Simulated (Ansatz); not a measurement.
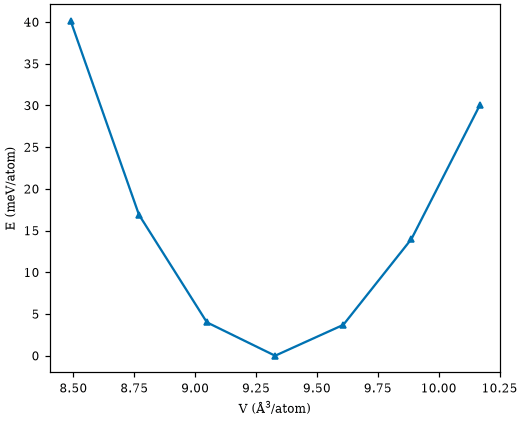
Figure: Be5Au in space group F-43m (No. 216; Be on 16e, Be on 4c, Au on 4a) under volume change, PBEsol in the plane-wave PAW code Ansatz, shape and atoms relaxed at each volume.

Question: What does a third-order Birch–Murnaghan fit give for V₀, B₀ and B′?

Answer: V₀ = 9.33 Å³/atom, B₀ = 146 GPa, B′ = 3.9.

The first step of the workflow began from a Materials Project structure, measured or hypothetical; the Crystallography Open Database files this formula in space group No. 216, but the cells were not matched. Its standing as an ambient phase is unchecked. The PBEsol relaxation kept the symmetry of its start; whether a distortion lowers the energy is not shown. Scalar-relativistic: spin–orbit coupling is off unless named, which matters more the heavier the elements.

Potentials: the later of the program's two PAW sets.
